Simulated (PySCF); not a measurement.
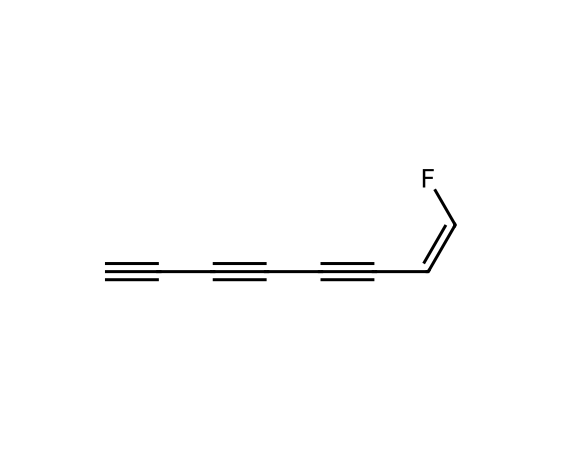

Source: calculation with PySCF.

A structural formula.

**Transcribe the drawing into SMILES.**

C#CC#CC#C/C=C\F

**Give the formula, hydrogens included.**

C8H3F.

**An optimisation with PBE0-D3(BJ)/def2-SVP gave a structure of which point group?**

Cs.
